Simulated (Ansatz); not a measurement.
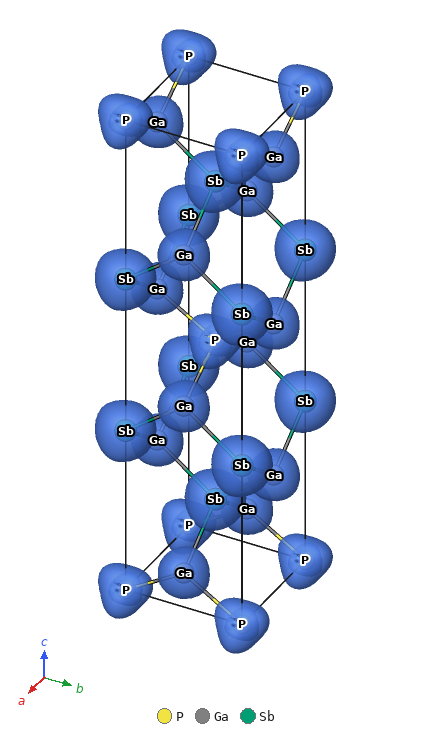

The picture shows: Ga3Sb2P. Isosurface of the valence charge density (pseudo) at 0.6 e/Å³ (blue), seen at an oblique angle. Sticks mark near contacts.

Space group I-4m2; started from the ordered alloy on zincblende lattice prototype, which need not be the ambient phase; computed pressure about 2 GPa in this cell.

The calculation used Ansatz, DFT, PBE with spin-orbit coupling, plane waves, PAW.

The density is the valence pseudo-density of a PAW calculation; it isn't the true density close to the nuclei.

What does this surface tell about the bonding?

At this value the density breaks into separate islands; it holds about 70 % of the electrons treated as valence (semicore included). It bridges none of the near contacts. It is pinched off along the shortest Ga–P (2.45 Å) and Ga–Sb (2.61 Å) contacts. On the grid the lowest density along these lines, outside the cores, is 0.46 e/Å³ (Ga–P, 2.45 Å) and 0.42 e/Å³ (Ga–Sb, 2.61 Å).
